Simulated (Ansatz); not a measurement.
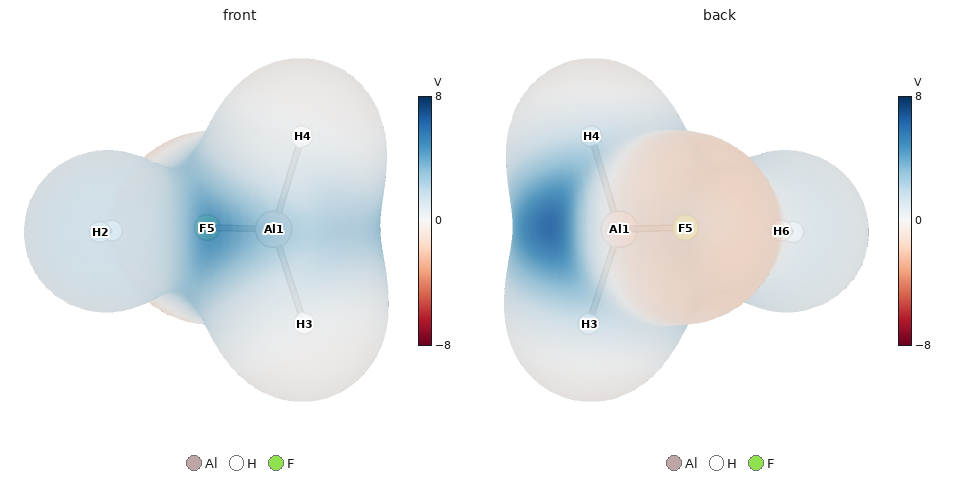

Figure. AlFH$_{2}$···H$_{2}$. The molecular electrostatic potential painted on the density surface at 0.004 e/bohr³, seen from the front and from behind; the colour scale runs from red (negative) to blue (positive).

Not at a stationary point (largest force 1.8 eV/Å).

The calculation used RKS B3LYP-D4/def2-SVP in Ansatz.

Input file:

```
crystal:
  periodic: [false, false, false]
  atoms:
    - { symbol: Al, position_ang: [0.0, 0.0, 0.0] }
    - { symbol: H, position_ang: [0.0, 0.0, 1.91] }
    - { symbol: H, position_ang: [1.351, 0.0, -0.78] }
    - { symbol: H, position_ang: [-1.351, 0.0, -0.78] }
    - { symbol: F, position_ang: [0.0832, -1.8866, 0.6275] }
    - { symbol: H, position_ang: [0.0446, -1.0119, 1.7645] }
basis:
  gaussian: { orbitals: def2-SVP }
hamiltonian:
  xc: b3lyp
  dispersion: d4
relax:
  f_tol: 0.15
  max_steps: 25
  restrain:
    - { distance: [0, 4], at: 1.69, k: 30.0 }
    - { distance: [5, 1], at: 0.66, k: 30.0 }
    - { distance: [0, 1], at: 2.76, k: 30.0 }
    - { distance: [5, 4], at: 2.12, k: 30.0 }
output:
  orbitals: {}
```

Launched as:

```sh
ansatz run input.yaml --threads 1 --pin off --max-ram 2048MiB --backend cpu --events-out ev --progress --plain --runs-dir out
```

The fields are those of the run's last geometry, not of the input's.

Where is the surface potential most negative and most positive?

Answer. The most negative region (about −1.5 V) lies over F5, the most positive (about +6.1 V) over Al1.
